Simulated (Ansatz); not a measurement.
**Geometry relaxation of AlH4O2F (part 2 of 2)**

The same run, continued: AlH4O2F; RKS PBE0-D4/def2-SVP (Ansatz 0.2.0). It belongs to a series of runs on one base structure; here: end point B relaxed.

Geometry of the input (Å):
```
Al 0.0820  0.4605  -0.2871
F  -0.2041  -0.2068  2.4998
O  1.6161  -0.0816  -0.7774
H  1.8094  -0.8931  -1.2479
H  -1.2956  -0.1614  -0.7106
O  0.0582  1.9456  0.6458
H  0.8787  2.4341  0.7539
H  -0.2714  0.7157  2.4400
```

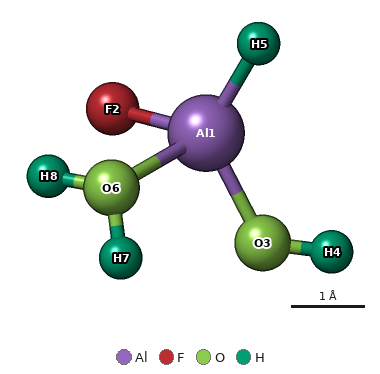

Figure 1. The geometry at step 14 of the log (ball-and-stick view, seen at a tilt; atoms are numbered from 1 in the order of the input).

Trajectory as extended XYZ, continued
```
8
Properties=species:S:1:pos:R:3:forces:R:3 step=3 energy=-13458.79102
Al    0.0699    0.3702   -0.0420   -0.2165  -0.6536  -0.1433
F    -0.2127   -0.1322    2.1284    0.0292  -0.8585  -0.3288
O     1.5866   -0.0778   -0.6883   -0.0720   0.0542   0.2232
H     1.7788   -0.8546   -1.2151   -0.0338   0.0293   0.0221
H    -1.2996   -0.1858   -0.5884    0.0383   0.0006   0.0167
O     0.0653    1.8652    0.8358   -0.2900   0.0322   0.2794
H     0.8410    2.4145    0.8051    0.4196   0.4601   0.0347
H    -0.1560    0.8134    2.0810    0.1252   0.9356  -0.1040
8
Properties=species:S:1:pos:R:3:forces:R:3 step=4 energy=-13458.87142
Al    0.0337    0.3287    0.0453   -0.1182  -0.8327  -0.7545
F    -0.1849   -0.1525    1.9371    0.0065  -0.6223   0.2152
O     1.5618   -0.0921   -0.5967    0.0049  -0.0470   0.0819
H     1.7580   -0.8331   -1.1750   -0.0691   0.1331   0.1110
H    -1.3177   -0.2006   -0.5666   -0.0129   0.0493  -0.0658
O     0.0554    1.8591    0.8908    1.7288   1.8487   0.2514
H     0.8540    2.4650    0.8092   -1.6745  -1.1818   0.2113
H    -0.0868    0.8384    1.9723    0.1346   0.6527  -0.0504
8
Properties=species:S:1:pos:R:3:forces:R:3 step=5 energy=-13458.95998
Al    0.0171    0.3166    0.0458   -0.1531  -0.6654  -0.5132
F    -0.1584   -0.1613    1.9149    0.0596   0.0068   0.2345
O     1.5558   -0.1055   -0.5631   -0.0223   0.1205   0.1343
H     1.7542   -0.8310   -1.1530   -0.0014  -0.0486  -0.0419
H    -1.3331   -0.1785   -0.6016    0.0195   0.0703  -0.0382
O     0.0631    1.8591    0.9085   -0.3799  -0.0835   0.4616
H     0.8042    2.4467    0.8138    0.4450   0.4553   0.0162
H    -0.0295    0.8668    1.9511    0.0326   0.1447  -0.2532
8
Properties=species:S:1:pos:R:3:forces:R:3 step=6 energy=-13459.00625
Al   -0.0036    0.2806    0.0450   -0.0735  -0.2863  -0.1055
F    -0.1234   -0.1528    1.9322   -0.0458  -0.3185   0.0106
O     1.5480   -0.1173   -0.5429   -0.0141   0.0232   0.0344
H     1.7586   -0.8298   -1.1456    0.0047  -0.0105  -0.0165
H    -1.3514   -0.1554   -0.6508    0.0478   0.0278   0.0432
O     0.0568    1.8408    0.9323   -0.2903  -0.1352   0.2293
H     0.7822    2.4521    0.8289    0.2964   0.2823   0.0271
H     0.0063    0.8946    1.9173    0.0748   0.4173  -0.2227
8
Properties=species:S:1:pos:R:3:forces:R:3 step=7 energy=-13459.10041
Al   -0.0493    0.1953    0.0683    0.0558  -0.0619   0.2426
F    -0.0657   -0.1602    1.9044   -0.2395  -1.2126  -0.1527
O     1.5299   -0.1501   -0.4811   -0.0114  -0.1515  -0.2641
H     1.7637   -0.8216   -1.1270   -0.0245   0.1465   0.1113
H    -1.3879   -0.1176   -0.7202    0.1330   0.0022   0.1531
O     0.0435    1.8105    0.9922    0.1458   0.4560  -0.3646
H     0.7372    2.4763    0.8736   -0.1799  -0.3425   0.1584
H     0.1020    0.9803    1.8063    0.1207   1.1636   0.1160
8
Properties=species:S:1:pos:R:3:forces:R:3 step=8 energy=-13459.12136
Al   -0.0856    0.0892    0.1111    0.2321  -0.2506   0.4159
F    -0.0332   -0.2278    1.8776   -0.4857  -1.3835  -0.5452
O     1.5151   -0.1802   -0.4363   -0.0505  -0.2385  -0.5223
H     1.7683   -0.7966   -1.1334   -0.0749   0.2841   0.2512
H    -1.4093   -0.0969   -0.7616    0.2339  -0.0067   0.2847
O     0.0379    1.7971    1.0345   -0.0237   3.7187  -3.5357
H     0.7299    2.4922    0.9252   -0.6839  -1.1057   0.3207
H     0.1503    1.1358    1.6992    0.8529  -1.0178   3.3308
8
Properties=species:S:1:pos:R:3:forces:R:3 step=9 energy=-13459.48228
Al   -0.0384    0.0076    0.1848    0.4487   0.3693  -0.9402
F    -0.1026   -0.2411    1.8652   -0.3113  -1.2768   0.9647
O     1.5281   -0.2108   -0.4642    0.0693  -0.2012  -0.1599
H     1.7442   -0.7276   -1.2441   -0.0300   0.1128   0.1553
H    -1.3247   -0.1130   -0.6936   -0.2365  -0.1693   0.0060
O     0.0455    1.8073    0.9439    0.3353   1.2645  -0.5818
H     0.8038    2.4228    0.9545   -0.4437  -0.5462  -0.0978
H     0.0176    1.2677    1.7698    0.1683   0.4471   0.6538
8
Properties=species:S:1:pos:R:3:forces:R:3 step=10 energy=-13459.61657
Al   -0.0143   -0.0025    0.2005    0.2046  -0.0227  -0.1167
F    -0.1821   -0.3394    1.8789    0.0082  -0.2009  -0.0494
O     1.5419   -0.2402   -0.4767    0.1223  -0.1702  -0.3244
H     1.7331   -0.6767   -1.3191   -0.1537   0.2608   0.5347
H    -1.2996   -0.1936   -0.6765   -0.1749   0.0057  -0.0333
O     0.0574    1.8453    0.9198    0.8968   0.3801   1.1125
H     0.8784    2.4034    0.9597   -1.0097  -0.8342  -0.2402
H    -0.0413    1.4166    1.8299    0.1065   0.5813  -0.8832
8
Properties=species:S:1:pos:R:3:forces:R:3 step=11 energy=-13459.67586
Al   -0.0268   -0.0909    0.2028   -0.5704   0.7944   0.2669
F    -0.2002   -0.4583    1.8558    0.0688  -0.3109  -0.0548
O     1.5552   -0.1848   -0.4307    0.0516  -0.0138   0.0643
H     1.7786   -0.6214   -1.2503    0.0845  -0.0425  -0.1084
H    -1.3553   -0.0853   -0.6782    0.2155  -0.2318   0.0458
O     0.0162    1.8296    0.9501    0.3178  -0.2006  -0.0353
H     0.8465    2.3020    0.7902   -0.0544  -0.0400  -0.0680
H     0.0593    1.5221    1.8766   -0.1134   0.0452  -0.1106
8
Properties=species:S:1:pos:R:3:forces:R:3 step=12 energy=-13459.71071
Al   -0.0770   -0.0259    0.2555    0.1584  -0.5300  -0.2160
F    -0.2615   -0.6461    1.8244    0.0790   0.4029  -0.0972
O     1.5273   -0.1548   -0.3709   -0.1153   0.1512  -0.1251
H     1.7548   -0.4932   -1.2414   -0.0727   0.0454   0.2317
H    -1.3557   -0.1886   -0.6578   -0.0073   0.1233  -0.0482
O     0.0792    1.8416    0.9056    0.0287  -0.2099   0.4660
H     0.9525    2.2302    0.7384   -0.0222  -0.1560  -0.1191
H     0.0538    1.6498    1.8626   -0.0487   0.1731  -0.0920
8
Properties=species:S:1:pos:R:3:forces:R:3 step=13 energy=-13459.71640
Al   -0.0794   -0.0026    0.1957   -0.1389  -0.4077   0.8402
F    -0.2051   -0.5090    1.8534   -0.0175   0.2646  -0.7567
O     1.5269   -0.1144   -0.3956   -0.1829   0.3343   0.2761
H     1.7730   -0.5643   -1.1931    0.1933  -0.2511  -0.4310
H    -1.3856   -0.1513   -0.6883    0.1055   0.0116   0.0070
O     0.0590    1.8165    0.9433   -0.2709  -0.0519  -0.1062
H     0.9022    2.2357    0.7350    0.2100   0.0028   0.0654
H     0.0824    1.5022    1.8661    0.1014   0.0975   0.1052
8
Properties=species:S:1:pos:R:3:forces:R:3 step=14 energy=-13459.71157 accepted=F
Al   -0.0803   -0.0650    0.2438    0.1558   0.2725  -0.2819
F    -0.2311   -0.5609    1.8421   -0.0526  -0.1548   0.3299
O     1.5187   -0.0962   -0.3961   -0.0436  -0.0019  -0.0589
H     1.7626   -0.4795   -1.2394    0.0119  -0.0090   0.0619
H    -1.3643   -0.1765   -0.6611   -0.0504  -0.0642  -0.0568
O     0.0851    1.8070    0.8960   -0.0329  -0.1262   1.7785
H     0.9942    2.1246    0.7355   -0.2866  -0.2161   0.0869
H    -0.0114    1.6596    1.8956    0.2984   0.2996  -1.8596
8
Properties=species:S:1:pos:R:3:forces:R:3 step=15 energy=-13459.75858
Al   -0.0915   -0.0401    0.2325    0.0521   0.0776  -0.1118
F    -0.2381   -0.5482    1.8380   -0.0347  -0.0615   0.1235
O     1.5142   -0.0816   -0.3868   -0.0659   0.0487  -0.0579
H     1.7739   -0.5103   -1.2026    0.0250  -0.0085   0.0279
H    -1.3731   -0.1666   -0.6802    0.0042  -0.0329  -0.0210
O     0.0665    1.8151    0.9305   -0.0014  -0.0583   0.1284
H     0.9448    2.1618    0.7059   -0.0347  -0.1052   0.0529
H     0.0767    1.5827    1.8790    0.0554   0.1401  -0.1420
8
Properties=species:S:1:pos:R:3:forces:R:3 step=16 energy=-13459.77321
Al   -0.1072   -0.0548    0.2427    0.0614   0.1008   0.0967
F    -0.2612   -0.5938    1.8418    0.0195  -0.0175  -0.1006
O     1.5014   -0.0367   -0.3878   -0.1695   0.0930   0.1002
H     1.7889   -0.4678   -1.1909    0.0338  -0.0494  -0.0406
H    -1.3807   -0.1779   -0.6829    0.0119  -0.0385  -0.0068
O     0.0725    1.8096    0.9321    0.0581  -0.0487  -0.0898
H     0.9708    2.0724    0.6695   -0.0381  -0.0605   0.0451
H     0.0889    1.6619    1.8919    0.0229   0.0209  -0.0041
8
Properties=species:S:1:pos:R:3:forces:R:3 step=17 energy=-13459.78348
Al   -0.1395   -0.0653    0.2614    0.0573   0.1430   0.0602
F    -0.2830   -0.6590    1.8355    0.0125  -0.0234  -0.0668
O     1.4692    0.0424   -0.3714   -0.0382  -0.0205  -0.0440
H     1.7987   -0.3927   -1.1584    0.0041  -0.0037   0.0598
H    -1.3968   -0.2104   -0.6834    0.0052  -0.0231   0.0136
O     0.0967    1.7990    0.9153    0.3923   0.0616   0.1447
H     1.0278    1.9417    0.6275   -0.4692  -0.1434   0.1561
H     0.1002    1.7572    1.8900    0.0361   0.0095  -0.3237
8
Properties=species:S:1:pos:R:3:forces:R:3 step=18 energy=-13459.78922
Al   -0.1419   -0.0486    0.2605   -0.0149   0.0034   0.0094
F    -0.2758   -0.6614    1.8259    0.0080  -0.0183  -0.0020
O     1.4658    0.0574   -0.3743   -0.0301   0.0199  -0.0363
H     1.8029   -0.3985   -1.1465    0.0012   0.0211   0.0687
H    -1.3980   -0.2140   -0.6809   -0.0035   0.0057   0.0006
O     0.0924    1.8086    0.9181    0.2271  -0.0207   0.0909
H     1.0224    1.9096    0.6233   -0.2113  -0.0202   0.0878
H     0.1057    1.7599    1.8904    0.0233   0.0092  -0.2191
8
Properties=species:S:1:pos:R:3:forces:R:3 step=19 energy=-13459.78809 accepted=F
Al   -0.1532   -0.0546    0.2562    0.0951   0.1963   0.0428
F    -0.2682   -0.6449    1.8324    0.0062  -0.0815  -0.0314
O     1.4534    0.0907   -0.3873   -0.2545   0.1222   0.2828
H     1.8295   -0.3942   -1.1148    0.1367  -0.1419  -0.2024
H    -1.4116   -0.1997   -0.6768   -0.0484  -0.0577  -0.0248
O     0.0879    1.8109    0.9161    0.0832  -0.1043  -0.0393
H     1.0144    1.8686    0.6075   -0.0251   0.0545   0.0197
H     0.1213    1.7361    1.8830    0.0067   0.0124  -0.0474
8
Properties=species:S:1:pos:R:3:forces:R:3 step=20 energy=-13459.79222
Al   -0.1505   -0.0469    0.2602    0.0061   0.0095   0.0122
F    -0.2731   -0.6694    1.8227   -0.0039  -0.0044  -0.0089
O     1.4557    0.0766   -0.3745   -0.0013  -0.0017  -0.0515
H     1.8119   -0.3963   -1.1270    0.0115   0.0112   0.0481
H    -1.4066   -0.2142   -0.6792   -0.0144   0.0041   0.0005
O     0.0966    1.8091    0.9141    0.0011  -0.0285   0.0265
H     1.0228    1.8988    0.6181   -0.0034  -0.0070  -0.0140
H     0.1166    1.7554    1.8821    0.0042   0.0168  -0.0129
8
Properties=species:S:1:pos:R:3:forces:R:3 step=21 energy=-13459.79493
Al   -0.1652   -0.0397    0.2590    0.0201  -0.0550  -0.0065
F    -0.2612   -0.6934    1.8110   -0.0169   0.0025  -0.0276
O     1.4344    0.1074   -0.3916   -0.0436   0.0699   0.0521
H     1.8519   -0.4080   -1.0791    0.0199  -0.0333  -0.0290
H    -1.4278   -0.1977   -0.6741   -0.0109   0.0012   0.0206
O     0.0915    1.8064    0.9188   -0.0218  -0.0069  -0.0385
H     1.0082    1.8792    0.5874    0.0328   0.0125   0.0170
H     0.1416    1.7589    1.8851    0.0204   0.0092   0.0120
8
Properties=species:S:1:pos:R:3:forces:R:3 step=22 energy=-13459.79483 accepted=F
Al   -0.1621   -0.0419    0.2598   -0.1389   0.0057  -0.0960
F    -0.2627   -0.6991    1.8047   -0.0053  -0.0459   0.0906
O     1.4307    0.1131   -0.3929    0.0458   0.0825   0.0379
H     1.8546   -0.4097   -1.0697    0.0479  -0.0531  -0.0615
H    -1.4304   -0.1947   -0.6704    0.0183  -0.0018   0.0288
O     0.0900    1.8072    0.9184    0.0032  -0.0199  -0.0329
H     1.0053    1.8800    0.5823    0.0194   0.0169   0.0150
H     0.1479    1.7580    1.8841    0.0097   0.0156   0.0180
8
Properties=species:S:1:pos:R:3:forces:R:3 step=23 energy=-13459.79547
Al   -0.1651   -0.0425    0.2582   -0.0087  -0.0117  -0.0066
F    -0.2634   -0.6959    1.8089   -0.0096  -0.0126  -0.0034
O     1.4327    0.1119   -0.3923    0.0198   0.0112  -0.0196
H     1.8540   -0.4075   -1.0763   -0.0074   0.0051   0.0212
H    -1.4306   -0.1983   -0.6711   -0.0072  -0.0027   0.0121
O     0.0926    1.8054    0.9170   -0.0037  -0.0001  -0.0017
H     1.0104    1.8792    0.5882    0.0109   0.0022   0.0049
H     0.1428    1.7606    1.8838    0.0061   0.0085  -0.0069
8
Properties=species:S:1:pos:R:3:forces:R:3 step=24 energy=-13459.79344 accepted=F
Al   -0.1806   -0.0379    0.2555   -0.0328  -0.0301  -0.0053
F    -0.2532   -0.7288    1.7911   -0.0037  -0.0017  -0.0141
O     1.4073    0.1514   -0.4138    0.2982  -0.2818  -0.3123
H     1.8983   -0.4180   -1.0191   -0.2710   0.2880   0.3067
H    -1.4592   -0.1838   -0.6581    0.0065  -0.0028   0.0178
O     0.0912    1.8043    0.9172    0.0094   0.0184  -0.0093
H     1.0030    1.8571    0.5612   -0.0127   0.0023   0.0277
H     0.1666    1.7688    1.8824    0.0061   0.0076  -0.0112
8
Properties=species:S:1:pos:R:3:forces:R:3 step=25 energy=-13459.79611
Al   -0.1689   -0.0427    0.2566   -0.0261   0.0031  -0.0001
F    -0.2644   -0.7169    1.7978    0.0084   0.0017   0.0069
O     1.4266    0.1279   -0.3978    0.0194  -0.0052  -0.0214
H     1.8659   -0.4093   -1.0561   -0.0020   0.0049   0.0122
H    -1.4428   -0.1967   -0.6613    0.0046   0.0047  -0.0046
O     0.0945    1.8066    0.9145    0.0042  -0.0145   0.0117
H     1.0122    1.8724    0.5818   -0.0004  -0.0041  -0.0110
H     0.1503    1.7715    1.8810   -0.0082   0.0095   0.0062
```

Key numbers

```csv
quantity,value
outcome,converged
total energy,−13459.7961 eV
mean-field energy,−13459.7038 eV
largest force (length of the vector) at the end,0.029 eV/Å
hardware,"1 thread of Arm Neoverse V1, 24 GiB of memory available, shared host"
wall time,75 s
peak memory,0.15 GiB
```
